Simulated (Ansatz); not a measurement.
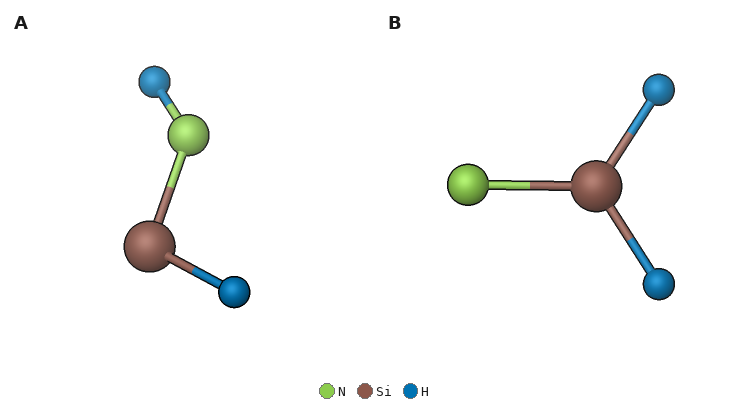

2 stationary structures of one formula. Charge 0, doublet. Geometries: PBE-D4/def2-SVP. Electronic energies: PBE-D4/def2-SVP (Ansatz 0.2.0), without zero-point energy. No frequency run is at hand to confirm each as a minimum.

### Which is lowest in energy, and by how much?

A is lowest (Cs); B lies 137.0 kJ/mol above it (C2v).
